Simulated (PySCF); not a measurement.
# C3H6OSi: electronic excitations and core binding energies

Wanted: the electronic excitations and core binding energies of C3H6OSi (`C[Si@H]1C=CO1`), by calculation.

Computed with PySCF 2.14.0, with density-fitted response routines of our own, on a single molecule in the gas phase. Atoms count from 0, in the outputs and in this text.

**1. The molecule as given**

11 atoms, charge 0, multiplicity 1; geometry from: GFN2-xTB.

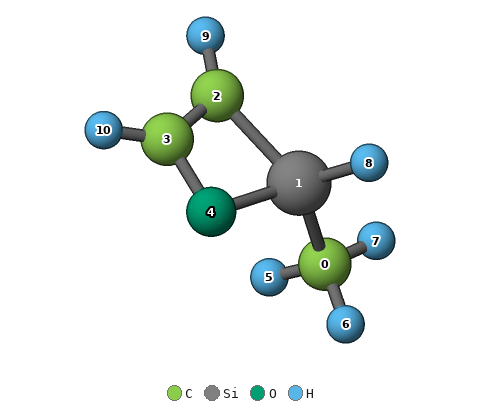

The starting geometry (carbon green, silicon grey, oxygen teal, hydrogen blue), atoms numbered.

**2. Ultraviolet spectrum: CAM-B3LYP/def2-SVPD**

Job settings and geometry (Å):

```
{"job": {"kind": "uv", "xc": "CAM-B3LYP", "basis": "def2-SVPD", "nstates": 8, "ntriplets": 3}, "charge": 0, "multiplicity": 1}
C     -1.798314    -0.204038    -0.308243
Si    -0.168128     0.424910     0.406408
C      1.380483    -0.656313     0.385673
C      1.830768     0.178248    -0.550908
O      0.849832     1.117372    -0.785513
H     -1.634503    -0.883436    -1.139515
H     -2.400435     0.624954    -0.667316
H     -2.370368    -0.727806     0.449601
H     -0.288770     1.367556     1.510710
H      1.866007    -1.496878     0.837527
H      2.738851     0.258102    -1.124466
```

Level: TDDFT CAM-B3LYP/def2-SVPD, vertical, gas phase, core orbitals frozen in the response.

Command:

```bash
$ OMP_NUM_THREADS=1 python probes_run.py task.json out
```

This one command runs all jobs of the session in turn.

The program printed:

```text
coarse grid: 9688 points
cycle   1  E = -482.1384116033  dE =  7.463e-01  |g| = 7.006e-01  |ddm| = 4.427e+00
cycle   2  E = -482.0782479971  dE =  6.016e-02  |g| = 9.332e-01  |ddm| = 1.769e+00
cycle   3  E = -482.2391805352  dE = -1.609e-01  |g| = 1.081e-01  |ddm| = 9.774e-01
cycle   4  E = -482.2413638047  dE = -2.183e-03  |g| = 4.336e-02  |ddm| = 1.602e-01
cycle   5  E = -482.2418175401  dE = -4.537e-04  |g| = 1.171e-02  |ddm| = 6.241e-02
cycle   6  E = -482.2418505113  dE = -3.297e-05  |g| = 2.367e-03  |ddm| = 1.863e-02
cycle   7  E = -482.2418520569  dE = -1.546e-06  |g| = 4.949e-04  |ddm| = 4.620e-03
final grid: 88992 points
cycle   8  E = -482.3212617628  dE = -1.984e-05  |g| = 2.897e-03  |ddm| = 4.945e-02
cycle   9  E = -482.3212620177  dE = -2.549e-07  |g| = 2.856e-03  |ddm| = 8.816e-03
cycle  10  E = -482.3212638208  dE = -1.803e-06  |g| = 4.853e-04  |ddm| = 3.426e-03
cycle  11  E = -482.3212638632  dE = -4.243e-08  |g| = 1.253e-04  |ddm| = 5.605e-04
cycle  12  E = -482.3212638669  dE = -3.737e-09  |g| = 3.614e-05  |ddm| = 2.362e-04
cycle  13  E = -482.3212638673  dE = -3.404e-10  |g| = 8.271e-06  |ddm| = 5.599e-05
converged SCF energy = -482.3212638673

Static polarisability (au): isotropic 60.727, principal 53.111 58.053 71.016

Singlet excitations
state   eV       nm        f      main configurations
  1   5.6529    219.3   0.00617   H->L+1 0.66, H->L 0.29
  2   5.8993    210.2   0.08200   H->L 0.49, H->L+1 0.29, H->L+2 0.15
  3   6.6896    185.3   0.02882   H->L+3 0.47, H->L+2 0.44
  4   7.0328    176.3   0.01336   H->L+3 0.32, H->L+2 0.28, H->L 0.12
  5   7.0615    175.6   0.00543   H-1->L+1 0.42, H-1->L 0.19, H-1->L+2 0.19
  6   7.4147    167.2   0.02593   H->L+4 0.52, H-1->L 0.20, H-1->L+1 0.11
  7   7.5074    165.1   0.03231   H-1->L+1 0.32, H-1->L 0.28, H->L+4 0.24
  8   7.8047    158.9   0.01173   H->L+5 0.81

Triplet excitations (Tamm-Dancoff, eV): 3.9038 5.4421 6.5226
```

It took 20 s on 1 thread of Arm Neoverse V1, shared host; peak memory 0.68 GiB.

The orbitals next to the gap, with their largest atomic shares:

| orbital | eV | atoms |
| --- | --- | --- |
| HOMO−3 | -10.94 | O4 50 %, C3 12 %, Si1 12 % |
| HOMO−2 | -10.66 | C0 28 %, Si1 23 %, O4 16 % |
| HOMO−1 | -9.94 | C2 36 %, Si1 20 %, O4 12 % |
| HOMO | -8.02 | C2 36 %, O4 32 %, C3 22 % |
| LUMO | 1.02 | Si1 28 %, C0 17 %, C2 12 % |
| LUMO+1 | 1.07 | Si1 28 %, C3 15 %, O4 13 % |
| LUMO+2 | 1.62 | Si1 24 %, C3 21 %, C2 16 % |

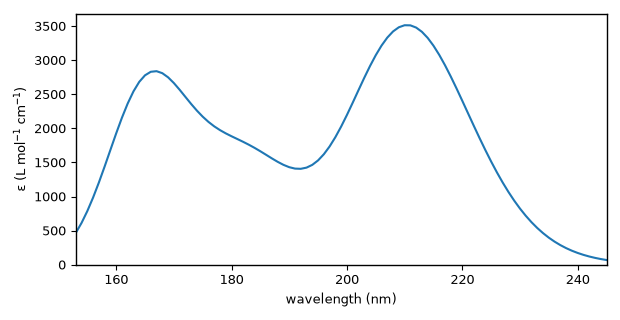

Absorption spectrum: each of the 8 states is a Gaussian band of 0.4 eV half-width at 1/e. Beyond the last state computed it falls off for lack of states.

Further results of this job:

| property | computed |
| --- | --- |
| dipole moment (D) | 1.60 |
| polarisability (Å³) | 9.00 |
| HOMO–LUMO gap (eV) | 9.04 |
| −ε(HOMO) (eV) | 8.02 |

**3. Core holes by ΔSCF: SCAN, X2C**

Same as in step 2 but for these lines:

```diff
@@ -1,2 +1,2 @@
-{"job": {"kind": "uv", "xc": "CAM-B3LYP", "basis": "def2-SVPD", "nstates": 8, "ntriplets": 3}, "charge": 0, "multiplicity": 1}
+{"job": {"kind": "xps"}, "charge": 0, "multiplicity": 1}
 C     -1.798314    -0.204038    -0.308243
```

Level: delta-SCF UKS SCAN, pcX-2 on the ionised atom, pcseg-1 elsewhere, spin-free X2C.

The program printed:

```text
ground state, core basis on atom 0 (C), 135 functions
  cycle   1  E = -483.02397939  |g| = 7.56e-01
  cycle   2  E = -482.80350528  |g| = 1.27e+00
  cycle   3  E = -483.13833347  |g| = 2.46e-01
  cycle   4  E = -483.15057860  |g| = 7.93e-02
  cycle   5  E = -483.15181489  |g| = 4.38e-02
  cycle   6  E = -483.15233482  |g| = 6.52e-03
  cycle   7  E = -483.15234476  |g| = 1.30e-03
  cycle   8  E = -483.15234548  |g| = 3.60e-04
  E(ground) = -483.19306794 Eh
hole in C 1s of atom 0
  cycle   1  E = -471.91242521  |g| = 1.50e+00
  cycle   2  E = -471.24479304  |g| = 1.78e+00
  cycle   3  E = -472.41285193  |g| = 3.68e-01
  cycle   4  E = -472.44818519  |g| = 2.40e-01
  cycle   5  E = -472.47396286  |g| = 8.70e-02
  cycle   6  E = -472.47628883  |g| = 4.57e-02
  cycle   7  E = -472.47736613  |g| = 6.34e-03
  cycle   8  E = -472.47738881  |g| = 4.09e-03
  cycle   9  E = -472.47739570  |g| = 1.62e-03
  cycle  10  E = -472.47739840  |g| = 6.62e-04
  cycle  11  E = -472.47739802  |g| = 1.57e-04
  E(ion) = -472.51670686 Eh   <S^2> = 0.7664   hole on atom = 1.000   binding energy = 290.519 eV
ground state, core basis on atom 1 (Si), 146 functions
  cycle   1  E = -483.25484157  |g| = 2.89e-01
  cycle   2  E = -483.25487516  |g| = 4.83e-02
  cycle   3  E = -483.25475691  |g| = 4.49e-02
  cycle   4  E = -483.25513084  |g| = 1.58e-02
  cycle   5  E = -483.25519410  |g| = 3.99e-03
  cycle   6  E = -483.25519889  |g| = 1.13e-03
  cycle   7  E = -483.25519801  |g| = 1.14e-04
  E(ground) = -483.25446943 Eh
hole in Si 1s of atom 1
  cycle   1  E = -414.30888370  |g| = 4.35e+00
  cycle   2  E = -414.23226160  |g| = 2.25e+00
  cycle   3  E = -414.81390518  |g| = 9.80e-01
  cycle   4  E = -415.25304217  |g| = 4.84e-01
  cycle   5  E = -415.32280592  |g| = 2.80e-01
  cycle   6  E = -415.36135572  |g| = 5.16e-02
  cycle   7  E = -415.36241598  |g| = 2.38e-02
  cycle   8  E = -415.36272593  |g| = 5.24e-03
  cycle   9  E = -415.36273739  |g| = 2.97e-03
  cycle  10  E = -415.36274273  |g| = 5.59e-04
  cycle  11  E = -415.36274306  |g| = 3.13e-04
  E(ion) = -415.36905855 Eh   <S^2> = 0.7523   hole on atom = 1.000   binding energy = 1847.256 eV
hole in Si 2p of atom 1
  cycle   1  E = -478.96900186  |g| = 1.24e+00
  cycle   2  E = -478.74310342  |g| = 1.21e+00
  cycle   3  E = -479.20410295  |g| = 3.96e-01
  cycle   4  E = -479.26989304  |g| = 2.02e-01
  cycle   5  E = -479.28500717  |g| = 9.01e-02
  cycle   6  E = -479.28908265  |g| = 2.21e-02
  cycle   7  E = -479.28933941  |g| = 4.76e-03
  cycle   8  E = -479.28934819  |g| = 2.46e-03
  cycle   9  E = -479.28935109  |g| = 3.75e-04
  E(ion) = -479.29878465 Eh   <S^2> = 0.7520   hole on atom = 1.003   binding energy = 107.640 eV
  2p3/2 = 107.370 eV   2p1/2 = 107.998 eV
ground state, core basis on atom 2 (C), 135 functions
  cycle   1  E = -483.15467548  |g| = 6.38e-02
  cycle   2  E = -483.15444189  |g| = 4.35e-02
  cycle   3  E = -483.15458598  |g| = 3.61e-02
  cycle   4  E = -483.15488648  |g| = 1.40e-02
  cycle   5  E = -483.15493539  |g| = 3.05e-03
  cycle   6  E = -483.15493648  |g| = 3.78e-04
  E(ground) = -483.19635090 Eh
hole in C 1s of atom 2
  cycle   1  E = -471.93519680  |g| = 1.51e+00
  cycle   2  E = -470.92825508  |g| = 2.03e+00
  cycle   3  E = -472.32717737  |g| = 6.83e-01
  cycle   4  E = -472.43857843  |g| = 4.57e-01
  cycle   5  E = -472.51808363  |g| = 9.13e-02
  cycle   6  E = -472.52086018  |g| = 3.63e-02
  cycle   7  E = -472.52155055  |g| = 8.52e-03
  cycle   8  E = -472.52159772  |g| = 4.28e-03
  cycle   9  E = -472.52161159  |g| = 2.13e-03
  cycle  10  E = -472.52161970  |g| = 1.09e-03
  cycle  11  E = -472.52162104  |g| = 3.27e-04
  E(ion) = -472.56261080 Eh   <S^2> = 0.7841   hole on atom = 1.000   binding energy = 289.359 eV
ground state, core basis on atom 3 (C), 135 functions
  cycle   1  E = -483.15635796  |g| = 6.14e-02
  cycle   2  E = -483.15570191  |g| = 5.55e-02
  cycle   3  E = -483.15593122  |g| = 4.80e-02
  cycle   4  E = -483.15652499  |g| = 1.10e-02
  cycle   5  E = -483.15654728  |g| = 1.51e-03
  cycle   6  E = -483.15654763  |g| = 4.20e-04
  E(ground) = -483.19777927 Eh
hole in C 1s of atom 3
  cycle   1  E = -471.85115080  |g| = 1.51e+00
  cycle   2  E = -470.55684787  |g| = 2.18e+00
  cycle   3  E = -472.33457247  |g| = 4.34e-01
  cycle   4  E = -472.37520528  |g| = 3.21e-01
  cycle   5  E = -472.40688806  |g| = 2.02e-01
  cycle   6  E = -472.42652119  |g| = 3.78e-02
  cycle   7  E = -472.42740111  |g| = 1.26e-02
  cycle   8  E = -472.42766563  |g| = 8.20e-03
  cycle   9  E = -472.42782195  |g| = 6.95e-03
  cycle  10  E = -472.42795706  |g| = 3.94e-03
  cycle  11  E = -472.42799434  |g| = 2.31e-03
  cycle  12  E = -472.42799991  |g| = 7.66e-04
  cycle  13  E = -472.42800011  |g| = 2.65e-04
  E(ion) = -472.46792342 Eh   <S^2> = 0.8627   hole on atom = 1.000   binding energy = 291.974 eV
ground state, core basis on atom 4 (O), 135 functions
  cycle   1  E = -483.18558859  |g| = 1.03e-01
  cycle   2  E = -483.18297754  |g| = 1.20e-01
  cycle   3  E = -483.18489231  |g| = 7.29e-02
  cycle   4  E = -483.18607793  |g| = 9.21e-03
  cycle   5  E = -483.18609605  |g| = 2.12e-03
  cycle   6  E = -483.18609752  |g| = 4.90e-04
  E(ground) = -483.22366697 Eh
hole in O 1s of atom 4
  cycle   1  E = -462.59195958  |g| = 2.23e+00
  cycle   2  E = -461.89698690  |g| = 2.33e+00
  cycle   3  E = -463.23768897  |g| = 6.38e-01
  cycle   4  E = -463.25817729  |g| = 5.35e-01
  cycle   5  E = -463.42154052  |g| = 8.24e-02
  cycle   6  E = -463.42417406  |g| = 2.96e-02
  cycle   7  E = -463.42463738  |g| = 6.53e-03
  cycle   8  E = -463.42466910  |g| = 2.26e-03
  cycle   9  E = -463.42467806  |g| = 1.53e-03
  cycle  10  E = -463.42468503  |g| = 1.28e-03
  cycle  11  E = -463.42469333  |g| = 9.85e-04
  cycle  12  E = -463.42470323  |g| = 5.00e-04
  E(ion) = -463.46262238 Eh   <S^2> = 0.7665   hole on atom = 1.000   binding energy = 537.725 eV
```

Wall time 53 s (1 thread of Arm Neoverse V1, shared host); peak memory 0.63 GiB.

Binding energies by hole, beside the orbital energy of the ground state; the difference holds orbital relaxation and, for a density functional, its self-interaction error:

| hole | stands for | environment | ΔSCF (eV; 2p as the shell's mean) | −ε (eV) | ⟨S²⟩ |
| --- | --- | --- | --- | --- | --- |
| C1s on C0 | C0 | methyl carbon bonded to Si | 290.52 | 273.5 | 0.766 |
| Si1s on Si1 | Si1 | silicon bonded to 2 C, O, H, in a 4-membered ring | 1847.26 | 1793.9 | 0.752 |
| Si2p on Si1 | Si1 | silicon bonded to 2 C, O, H, in a 4-membered ring | 107.58 | 96.7 | 0.752 |
| C1s on C2 | C2 | β carbon of an enol-ether or enamine type C=C | 289.36 | 273.0 | 0.784 |
| C1s on C3 | C3 | alkene carbon bearing oxygen | 291.97 (doubtful) | 275.3 | 0.863 |
| O1s on O4 | O4 | oxygen bonded to C, Si, in a 4-membered ring | 537.73 | 516.4 | 0.767 |

Doubtful: the ion did not converge, its hole moved, or its ⟨S²⟩ is well above 0.75.

With the spin-orbit splitting: Si1 2p3/2 107.37, 2p1/2 108.00 eV. The table gives each 2p level as the mean over the whole 2p shell (two parts 2p3/2, one part 2p1/2), which differs a little from the single hole in the log.

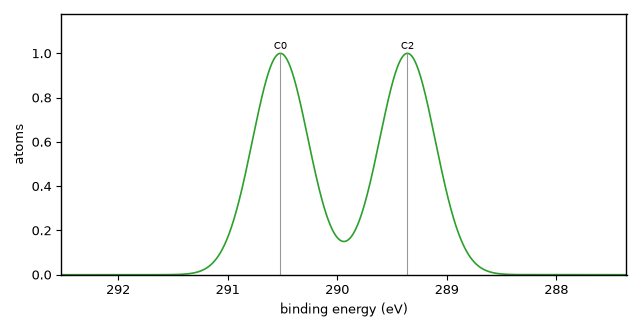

The C1s photoelectron lines, weighted by the number of atoms. Only 2 of the 3 C atoms are covered by sound results. Lines are broadened to a width of 0.60 eV (Gaussian).

**4. Summary of results**

| quantity | value |
| --- | --- |
| lowest singlet (CAM-B3LYP/def2-SVPD) | 5.65 eV (219 nm), f = 0.006 |
| brightest single state of those computed | state 2, 5.90 eV, f = 0.082 |
| lowest triplet | 3.90 eV |
| C1s binding energies, SCAN/pcX-2 (standing for 2 of 3 atoms) | C0 290.52, C2 289.36 eV |
| Si1s binding energies, SCAN/pcX-2 | Si1 1847.26 eV |
| Si2p binding energies, SCAN/pcX-2 | Si1 107.58 eV |
| O1s binding energies, SCAN/pcX-2 | O4 537.73 eV |

What this shows: The first singlet state (HOMO→LUMO+1 0.66, HOMO→LUMO 0.29) lies at 5.65 eV and is weak; of the 8 states computed, the strongest absorption comes from state 2 at 5.90 eV. The lowest triplet lies 1.75 eV below the lowest singlet (triplets in Tamm-Dancoff, singlets in full TDDFT). The C1s levels kept as sound span 1.16 eV, from C2 (β carbon of an enol-ether or enamine type C=C) up to C0 (methyl carbon bonded to Si). Only 2 of the 3 C atoms are covered by sound results.
